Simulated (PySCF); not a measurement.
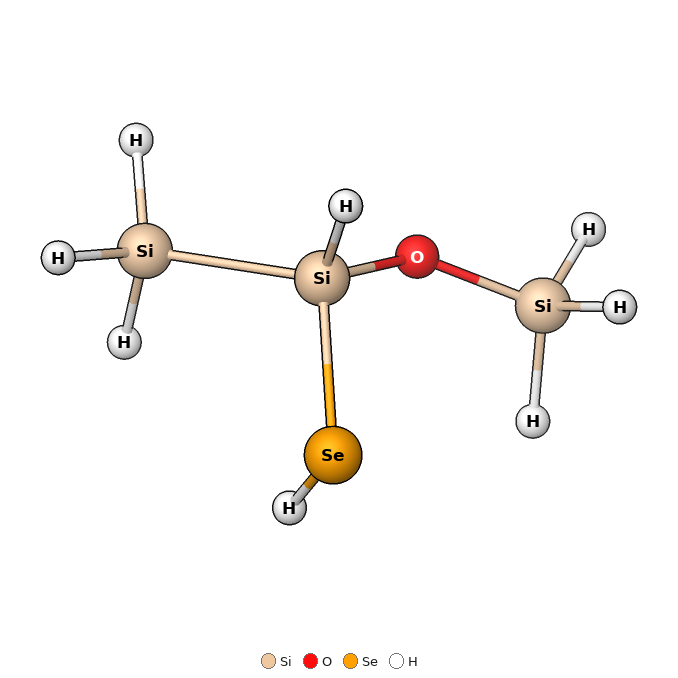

Rendered structure (ball-and-stick style). Every bond is drawn as one stick, whatever its order.

The geometry was computed by an optimisation with PBE0-D3(BJ)/def2-SVP. No frequency run is at hand to confirm it as a minimum.

Give the formula.

H₈OSeSi₃, 13 atoms: 8 hydrogen, 1 oxygen, 1 selenium and 3 silicon.

Give a SMILES string for it.

[SiH3]O[Si@@H]([SiH3])[SeH]

Name some functional groups or characteristic bonds that it holds.

Among them: Si–H bond, Si–O bond.

What is the point group of this geometry?

C1.

Does it have rings?

It has no ring.

More results for the same structure follow; atom numbers are the same in all pictures, views and colours differ.

Dipole moment

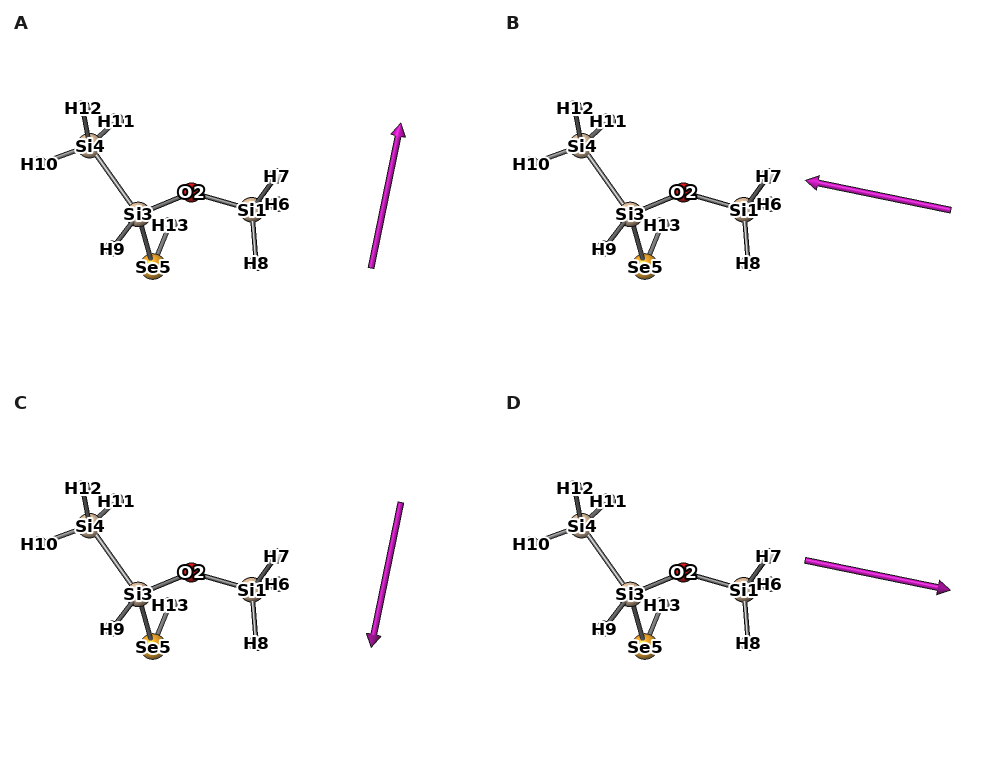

The same molecule four times, each with an arrow. No frequency run is at hand to confirm it as a minimum. Level of theory: PBE0/def2-TZVPD, gas phase (PySCF 2.14.0).

Which arrow points along the dipole moment, from the negative to the positive end?

A. The dipole moment is 0.50 D; it points from the side of Se5 to the side of H12 (the outermost atoms at the two ends).

Excitation

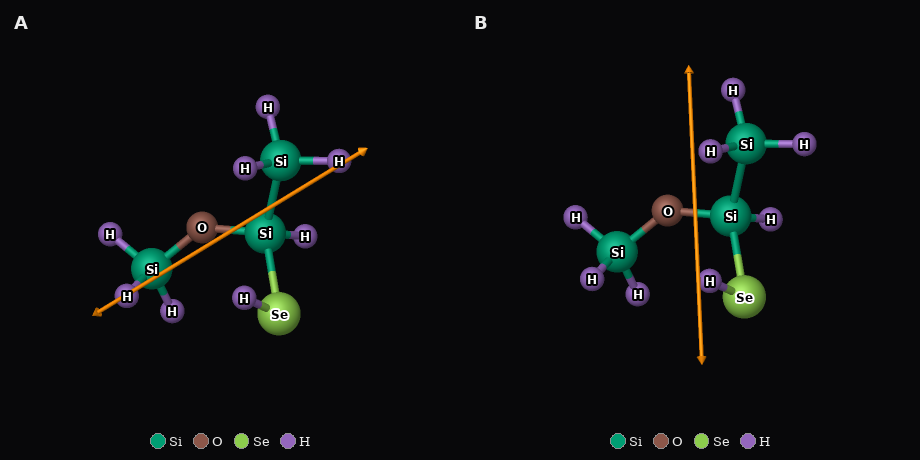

The double arrows show the directions of two transition dipoles from the ground state (lengths mean nothing). No frequency run is at hand to confirm it as a minimum. Properties computed with TDDFT PBE0/def2-TZVPD, vertical, gas phase, core orbitals frozen in the response (PySCF 2.14.0).

One belongs to singlet state 2 and one to singlet state 3. Which is which?

A: state 2, 5.57 eV (223 nm), oscillator strength 0.038, mainly HOMO → LUMO (weight 0.50).
B: state 3, 5.72 eV (217 nm), oscillator strength 0.042, mainly HOMO → LUMO+1 (weight 0.58).

Polarisability

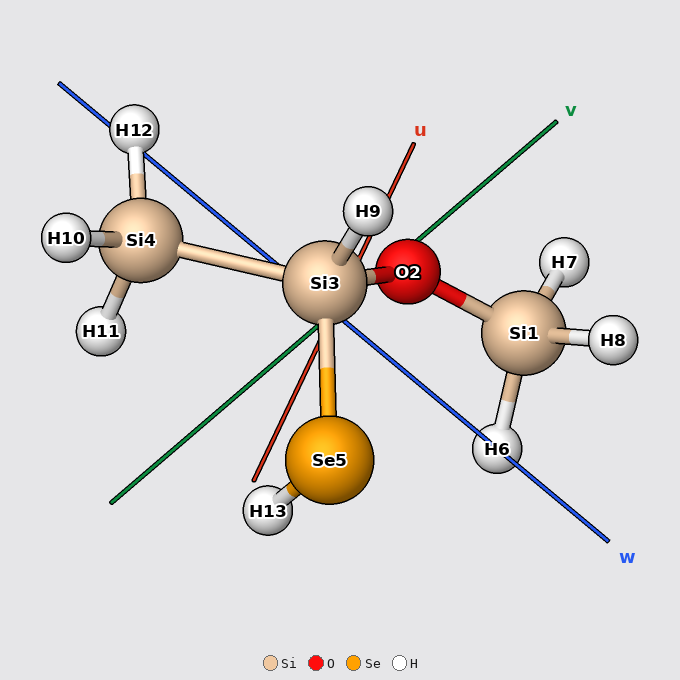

The lines u, v and w are the principal axes of the static dipole polarisability. No frequency run is at hand to confirm it as a minimum. Computed with PBE0/def2-TZVPD (PySCF 2.14.0).

Along which axis is the molecule most polarisable, and along which least?

Most along w, least along u.

Give the three principal values.

u 101.0, v 120.6, w 132.2 bohr³; mean 117.9, anisotropy 27.3 bohr³.
